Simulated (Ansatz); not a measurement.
# Cu atom: energies up the ladder

Aim: energies up the ladder, for Cu atom, with the cost of each level. Spin multiplicity 2.

Method: the levels named in each step, in Ansatz 0.2.0.

### 1 The starting structure

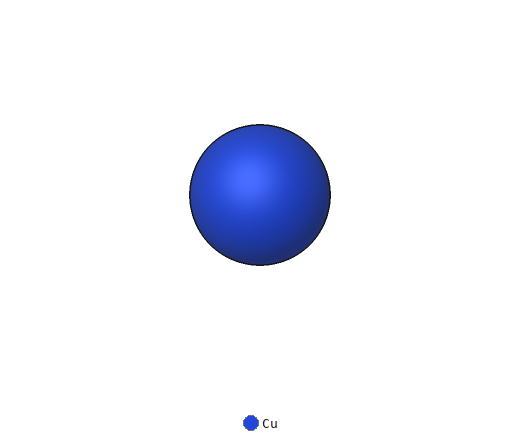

Start, viewed from a chosen angle; copper blue.

As a file:

```xyz
1

Cu    0.0000    0.0000    0.0000
```

### 2 Single point, PBE0/def2-TZVPPD

Input file input.yaml:

```yaml
crystal:
  periodic: [false, false, false]
  atoms:
    - { symbol: Cu, position_ang: [0.0, 0.0, 0.0] }
magnetization:
  spin_polarized: true
  initial_magnetization: 1
basis:
  gaussian: { orbitals: def2-TZVPPD.json }
hamiltonian:
  xc: pbe0
```

Started as:

```sh
> ansatz run input.yaml --threads 2 --pin off --max-ram 5120MiB --backend cpu --events-out ev --progress --plain --runs-dir out
```

The program printed:

```text
Warning: RAYON_NUM_THREADS=2 ignored (pool sized by the plan → 2); use --threads N
Engine: ansatz 0.2.0, x86_64-unknown-linux-gnu
Functional definition: PBE0
  parameter a = 0.25
  parameter kappa = 0.804
  parameter beta = 0.06672455060314922
  exchange = (1 - a)*pbe_x(kappa = kappa, mu = beta*pi^2/3) + a*exact_x
  correlation = pbe_c(beta = beta)
586 factors; their error is unknown
mean field evaluation 1: about -44629.6317 eV, gradient 4.6e1 eV
mean field evaluation 2: about -44379.4720 eV, gradient 3.1e2 eV
mean field evaluation 4: about -44633.1606 eV, gradient 5.6e0 eV
mean field evaluation 8: about -44633.3273 eV, gradient 2.6e-2 eV
mean field -44633.32726843 eV, -1640.2445235588 hartree, gradient 8.9e-5 eV, S^2 0.752152; 0 other end points of the search recorded, 0 dependent functions left out
reference -44633.32729502 eV, -1640.2445245362 hartree; 15, 14 occupied and 52, 53 virtual orbitals, 586 factors
Total energy: -44633.32729502 eV, -1640.2445245362 hartree
```

It took 4.6 s on 2 threads of Intel Xeon at 2.50GHz (Skylake/Cascade Lake), shared host; peak memory 0.13 GiB.

### 3 Single point, PBE/def2-TZVPPD

input.yaml, as its differences from that of step 2:

```diff
@@ -10,2 +10,2 @@
 hamiltonian:
-  xc: pbe0
+  xc: pbe
```

Started as:

```sh
> ansatz run input.yaml --threads 2 --pin off --max-ram 5120MiB --backend cpu --events-out ev --progress --plain --runs-dir out
```

The program printed:

```text
Warning: RAYON_NUM_THREADS=2 ignored (pool sized by the plan → 2); use --threads N
[... 1 set-up line as earlier in the session ...]
Functional definition: PBE
[... 2 set-up lines as earlier in the session ...]
  exchange = pbe_x(kappa = kappa, mu = beta*pi^2/3)
[... 1 set-up line as earlier in the session ...]
509 factors; their error is unknown
mean field evaluation 1: about -44630.3529 eV, gradient 4.2e1 eV
mean field evaluation 2: about -44057.2471 eV, gradient 3.9e2 eV
mean field evaluation 4: about -44633.0926 eV, gradient 1.2e1 eV
mean field evaluation 8: about -44633.3398 eV, gradient 6.3e-2 eV
mean field evaluation 16: about -44630.8150 eV, gradient 5.1e0 eV
mean field evaluation 32: about -44632.9291 eV, gradient 2.6e0 eV
mean field -44633.33977503 eV, -1640.2449831681 hartree, gradient 4.4e-5 eV, S^2 0.752556; 5 other end points of the search recorded, 0 dependent functions left out
reference -44633.33981225 eV, -1640.2449845360 hartree; 15, 14 occupied and 52, 53 virtual orbitals, 509 factors
Total energy: -44633.33981225 eV, -1640.2449845360 hartree
```

Run time: 11 s. Hardware: 2 threads of Intel Xeon at 2.50GHz (Skylake/Cascade Lake), shared host; peak memory 0.12 GiB.

### 4 Single point, r2SCAN/def2-TZVPPD

input.yaml, as its differences from that of step 3:

```diff
@@ -10,2 +10,2 @@
 hamiltonian:
-  xc: pbe
+  xc: r2scan
```

Started as:

```sh
> ansatz run input.yaml --threads 2 --pin off --max-ram 5120MiB --backend cpu --events-out ev --progress --plain --runs-dir out
```

The program printed:

```text
Warning: RAYON_NUM_THREADS=2 ignored (pool sized by the plan → 2); use --threads N
[... 1 set-up line as earlier in the session ...]
Functional definition: r2SCAN
  parameter k0 = 0.174
  parameter k1 = 0.065
  parameter a1 = 4.9479
  exchange = r2scan_x(k0 = k0, k1 = k1, a1 = a1)
  correlation = r2scan_c
509 factors; their error is unknown
mean field evaluation 1: about -44635.8686 eV, gradient 4.6e1 eV
mean field evaluation 2: about -44076.0376 eV, gradient 3.8e2 eV
mean field evaluation 4: about -44639.1945 eV, gradient 1.2e1 eV
mean field evaluation 8: about -44639.4197 eV, gradient 9.3e-3 eV
mean field evaluation 16: about -44637.2639 eV, gradient 5.2e0 eV
mean field evaluation 32: about -44637.8855 eV, gradient 1.1e1 eV
mean field -44639.41974087 eV, -1640.4684177917 hartree, gradient 2.7e-5 eV, S^2 0.754149; 3 other end points of the search recorded, 0 dependent functions left out
reference -44639.41975872 eV, -1640.4684184476 hartree; 15, 14 occupied and 52, 53 virtual orbitals, 509 factors
Total energy: -44639.41975872 eV, -1640.4684184476 hartree
```

Run time: 12 s. Hardware: 2 threads of Intel Xeon at 2.50GHz (Skylake/Cascade Lake), shared host; peak memory 0.14 GiB.

### 5 Single point, B3LYP/def2-TZVPPD

input.yaml, as its differences from that of step 4:

```diff
@@ -10,2 +10,2 @@
 hamiltonian:
-  xc: r2scan
+  xc: { name: B3LYP }
```

Started as:

```sh
> ansatz run input.yaml --threads 2 --pin off --max-ram 5120MiB --backend cpu --events-out ev --progress --plain --runs-dir out
```

The program printed:

```text
Warning: RAYON_NUM_THREADS=2 ignored (pool sized by the plan → 2); use --threads N
[... 1 set-up line as earlier in the session ...]
Functional definition: B3LYP
  parameter a0 = 0.2
  parameter ax = 0.72
  parameter ac = 0.81
  exchange = (1 - a0 - ax)*slater_x + ax*b88_x + a0*exact_x
  correlation = (1 - ac)*vwn_rpa_c + ac*lyp_c
553 factors; their error is unknown
mean field evaluation 1: about -44637.9574 eV, gradient 4.5e1 eV
mean field evaluation 2: about -44105.5506 eV, gradient 3.6e2 eV
mean field evaluation 4: about -44641.1898 eV, gradient 9.6e0 eV
mean field evaluation 8: about -44641.4388 eV, gradient 3.4e-2 eV
mean field evaluation 16: about -44639.4899 eV, gradient 2.6e1 eV
mean field -44641.43884708 eV, -1640.5426185761 hartree, gradient 1.8e-6 eV, S^2 0.750989; 2 other end points of the search recorded, 0 dependent functions left out
reference -44641.43900527 eV, -1640.5426243895 hartree; 15, 14 occupied and 52, 53 virtual orbitals, 553 factors
Total energy: -44641.43900527 eV, -1640.5426243895 hartree
```

Wall time 6.5 s (2 threads of Intel Xeon at 2.50GHz (Skylake/Cascade Lake), shared host); peak memory 0.13 GiB.

### 6 Single point, wB97M-V/def2-TZVPPD

input.yaml, as its differences from that of step 5:

```diff
@@ -10,2 +10,2 @@
 hamiltonian:
-  xc: { name: B3LYP }
+  xc: { name: wB97M-V }
```

Started as:

```sh
> ansatz run input.yaml --threads 2 --pin off --max-ram 5120MiB --backend cpu --events-out ev --progress --plain --runs-dir out
```

The program printed, shortened:

```text
Warning: RAYON_NUM_THREADS=2 ignored (pool sized by the plan → 2); use --threads N
[...]
Functional definition: wB97M-V
[...]
  gx(w, u) = 1 - cx + cx01*u + cx10*w
  gss(w, u) = css00 + css04*u^4 + css10*w + css20*w^2 + css43*w^4*u^3
  gos(w, u) = cos00 + cos10*w + (cos20 + cos21*u)*w^2 + (cos60 + cos61*u)*w^6
[...]
      + integral(e_c_pw_mod_opposite_spin*gos(b97_w_opposite, b97_u_opposite)) + vv10(b, c)
553 factors; their error is unknown
76 factors; integrals over basis functions are off by at most 9.5e-5 eV
[...]
mean field -44637.39823336 eV, -1640.3941287607 hartree, gradient 4.8e-5 eV, S^2 0.750226; 2 other end points of the search recorded, 0 dependent functions left out
reference -44637.39826561 eV, -1640.3941299458 hartree; 15, 14 occupied and 52, 53 virtual orbitals, 553 factors
Total energy: -44637.39826561 eV, -1640.3941299458 hartree
```

Wall time 12 s (2 threads of Intel Xeon at 2.50GHz (Skylake/Cascade Lake), shared host); peak memory 0.2 GiB.

### 7 Single point, B2PLYP/def2-TZVPPD

input.yaml, as its differences from that of step 6:

```diff
@@ -10,2 +10,4 @@
 hamiltonian:
-  xc: { name: wB97M-V }
+  xc: { name: B2PLYP }
+correlation:
+  frozen_orbitals: { Cu: 9 }
```

Started as:

```sh
> ansatz run input.yaml --threads 2 --pin off --max-ram 5120MiB --backend cpu --events-out ev --progress --plain --runs-dir out
```

The program printed, shortened:

```text
Warning: RAYON_NUM_THREADS=2 ignored (pool sized by the plan → 2); use --threads N
[...]
Functional definition: B2PLYP
[...]
466 factors; integrals over basis functions are off by at most 1.4e-4 eV
[...]
mean field -44628.16105830 eV, -1640.0546688384 hartree, gradient 7.0e-6 eV, S^2 0.751051; 2 other end points of the search recorded, 0 dependent functions left out
9 core orbitals not correlated: weight in the atoms' cores, before any rotation towards them, 1.000 or more for the frozen orbitals, at most 0.000 for the correlated occupied ones
reference -44628.16115369 eV, -1640.0546723439 hartree; 6, 5 occupied and 52, 53 virtual orbitals, 466 factors
second order -15.73435305 eV of doubles, -0.00000000 eV of singles
Total energy: -44632.40942901 eV, -1640.2107935825 hartree
```

Run time: 14 s. Hardware: 2 threads of Intel Xeon at 2.50GHz (Skylake/Cascade Lake), shared host; peak memory 0.15 GiB.

### 8 Single point, LDA/def2-TZVPPD

input.yaml, as its differences from that of step 7:

```diff
@@ -10,4 +10,2 @@
 hamiltonian:
-  xc: { name: B2PLYP }
-correlation:
-  frozen_orbitals: { Cu: 9 }
+  xc: lda
```

Started as:

```sh
> ansatz run input.yaml --threads 2 --pin off --max-ram 5120MiB --backend cpu --events-out ev --progress --plain --runs-dir out
```

The program printed:

```text
Warning: RAYON_NUM_THREADS=2 ignored (pool sized by the plan → 2); use --threads N
[... 1 set-up line as earlier in the session ...]
Functional definition: SPW92
  exchange = slater_x
  correlation = pw_c
509 factors; their error is unknown
mean field evaluation 1: about -44561.8772 eV, gradient 3.9e1 eV
mean field evaluation 2: about -44015.4654 eV, gradient 3.8e2 eV
mean field evaluation 4: about -44564.3312 eV, gradient 1.1e1 eV
mean field evaluation 8: about -44564.5404 eV, gradient 5.6e-2 eV
mean field evaluation 16: about -44561.7568 eV, gradient 5.1e0 eV
mean field -44564.54038153 eV, -1637.7166520909 hartree, gradient 2.1e-5 eV, S^2 0.751721; 1 other end points of the search recorded, 0 dependent functions left out
reference -44564.54041048 eV, -1637.7166531549 hartree; 15, 14 occupied and 52, 53 virtual orbitals, 509 factors
Total energy: -44564.54041048 eV, -1637.7166531549 hartree
```

It took 3.8 s on 2 threads of Intel Xeon at 2.50GHz (Skylake/Cascade Lake), shared host; peak memory 0.11 GiB.

### 9 Single point, PBE0/def2-SVPD

input.yaml, as its differences from that of step 8:

```diff
@@ -8,4 +8,4 @@
 basis:
-  gaussian: { orbitals: def2-TZVPPD.json }
+  gaussian: { orbitals: def2-SVPD }
 hamiltonian:
-  xc: lda
+  xc: pbe0
```

Started as:

```sh
> ansatz run input.yaml --threads 2 --pin off --max-ram 5120MiB --backend cpu --events-out ev --progress --plain --runs-dir out
```

The program printed, shortened:

```text
Warning: RAYON_NUM_THREADS=2 ignored (pool sized by the plan → 2); use --threads N
[... 7 set-up lines as earlier in the session ...]
257 factors; integrals over basis functions are off by at most 1.4e-4 eV
mean field evaluation 1: about -44623.2281 eV, gradient 3.4e1 eV
mean field evaluation 2: about -44451.5156 eV, gradient 1.9e2 eV
mean field evaluation 4: about -44626.3587 eV, gradient 1.7e0 eV
mean field evaluation 8: about -44626.3783 eV, gradient 2.6e-2 eV
mean field evaluation 16: about -44626.3783 eV, gradient 3.7e-5 eV
mean field -44626.37832900 eV, -1639.9891547451 hartree, gradient 3.7e-5 eV, S^2 0.750574; 2 other end points of the search recorded, 0 dependent functions left out
reference -44626.37835861 eV, -1639.9891558332 hartree; 15, 14 occupied and 19, 20 virtual orbitals, 257 factors
Total energy: -44626.37835861 eV, -1639.9891558332 hartree
```

Run time: 3.6 s. Hardware: 2 threads of Intel Xeon at 2.50GHz (Skylake/Cascade Lake), shared host; peak memory 0.09 GiB.

### 10 Single point, PBE/def2-SVPD

input.yaml, as its differences from that of step 9:

```diff
@@ -10,2 +10,2 @@
 hamiltonian:
-  xc: pbe0
+  xc: pbe
```

Started as:

```sh
> ansatz run input.yaml --threads 2 --pin off --max-ram 5120MiB --backend cpu --events-out ev --progress --plain --runs-dir out
```

The program printed, shortened:

```text
Warning: RAYON_NUM_THREADS=2 ignored (pool sized by the plan → 2); use --threads N
[... 6 set-up lines as earlier in the session ...]
372 factors; their error is unknown
mean field evaluation 1: about -44623.2658 eV, gradient 3.2e1 eV
mean field evaluation 2: about -43934.9709 eV, gradient 1.9e2 eV
mean field evaluation 4: about -44625.9925 eV, gradient 2.5e0 eV
mean field evaluation 8: about -44625.9943 eV, gradient 5.0e-3 eV
mean field evaluation 16: about -44625.9943 eV, gradient 2.2e-5 eV
mean field evaluation 32: about -44624.5921 eV, gradient 2.0e1 eV
mean field -44625.99433373 eV, -1639.9750431793 hartree, gradient 1.1e-5 eV, S^2 0.750643; 3 other end points of the search recorded, 0 dependent functions left out
reference -44625.99437443 eV, -1639.9750446748 hartree; 15, 14 occupied and 19, 20 virtual orbitals, 372 factors
Total energy: -44625.99437443 eV, -1639.9750446748 hartree
```

Wall time 4.8 s (2 threads of Intel Xeon at 2.50GHz (Skylake/Cascade Lake), shared host); peak memory 0.087 GiB.

### 11 Total energies

| level | energy (eV) | CPU time |
| --- | --- | --- |
| PBE0/def2-TZVPPD | -44633.3273 | 3 s |
| PBE/def2-TZVPPD | -44633.3398 | 7.7 s |
| r2SCAN/def2-TZVPPD | -44639.4198 | 9.3 s |
| B3LYP/def2-TZVPPD | -44641.4390 | 4.7 s |
| wB97M-V/def2-TZVPPD | -44637.3983 | 10 s |
| B2PLYP/def2-TZVPPD | -44632.4094 | 11 s |
| LDA/def2-TZVPPD | -44564.5404 | 2.7 s |
| PBE0/def2-SVPD | -44626.3784 | 2.7 s |
| PBE/def2-SVPD | -44625.9944 | 3.4 s |

### 12 Results

| quantity | value |
| --- | --- |
| energy at PBE/def2-SVPD | -44625.994 eV |

**Reading.** These totals serve in differences with atoms or fragments at the same level; alone they don't rank the methods.
